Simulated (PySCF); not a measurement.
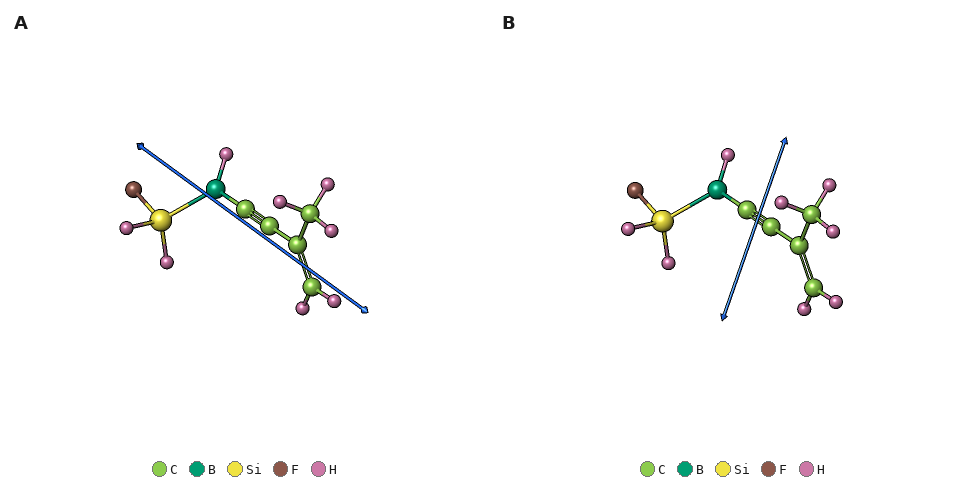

The double arrows show the directions of two transition dipoles from the ground state (lengths mean nothing). Computed geometry: GFN2-xTB optimisation. No frequency run is at hand to confirm it as a minimum. Level of theory: TDDFT ωB97X-D/def2-SVPD, vertical, gas phase, core orbitals frozen in the response (PySCF 2.14.0).

Question. One belongs to singlet state 5 and one to singlet state 7. Which is which?

Answer. A: state 7, 6.54 eV (190 nm), oscillator strength 0.10, of mixed character, with the largest part HOMO−4 → LUMO (weight 0.25).
B: state 5, 6.21 eV (200 nm), oscillator strength 0.061, mainly HOMO−3 → LUMO (weight 0.61).

The geometry is semi-empirical. Around B, Si such bond lengths and angles can be off by a tenth of an ångström or more and by several degrees, and values that hang on the shape move with them.
